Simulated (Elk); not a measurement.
Band structure of SbPt (P6_3/mmc, 4 atoms in the cell).

```
CELL_PARAMETERS angstrom
      4.14527     0.00000     0.00000
     -2.07264     3.58991     0.00000
      0.00000     0.00000     5.49655
ATOMIC_POSITIONS crystal
  Sb 0.66667 0.33333 0.75000
  Sb 0.33333 0.66667 0.25000
  Pt 0.00000 0.00000 0.50000
  Pt 0.00000 0.00000 0.00000
```

Method: PBEsol, all-electron FP-LAPW, Elk's shipped species files, APW+lo basis with extra local orbitals run with Elk.

Settings: xctype = 22; rgkmax = 7.5; swidth = 0.00367493 Ha; ngridk = 8 8 5; gmaxvr = 16 1/bohr; nxlo = 2; lorbcnd = true; rmtscf = 0.87; lmaxi = 2; maxscl = 100.

The starting cell comes from a database of computed structures (which also holds hypothetical and non-ambient phases and stackings), without a prior relaxation at this level. Its lattice was rescaled by a random factor within 2.5 % of one. Spin-orbit coupling is off. Spin polarisation is off. Values depend on the basis (sphere radii, cutoffs, local orbitals), which need not be converged.

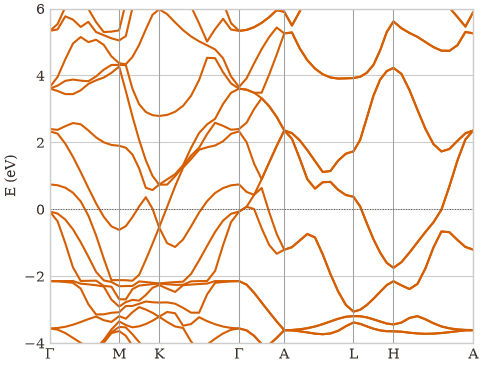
*Bands along the path, energies from the Fermi level.*

Levels in eV from the Fermi level, bands 41 to 48:
```csv
point,41,42,43,44,45,46,47,48
Γ,-2.15,-2.15,-0.07,-0.07,0.74,2.33,2.40,3.61
M,-3.08,-2.91,-2.69,-2.30,-2.12,-0.62,1.90,4.27
K,-2.79,-2.26,-2.22,-2.22,-0.54,-0.54,0.74,0.74
A,-3.61,-3.61,-1.21,-1.21,2.36,2.36,2.36,2.36
L,-3.19,-3.19,-3.06,-3.06,0.37,0.37,1.73,1.73
H,-3.44,-3.44,-2.15,-2.15,-1.75,-1.75,4.23,4.23
```

Bands cross the Fermi level along this path, so the cell is metallic at this level.
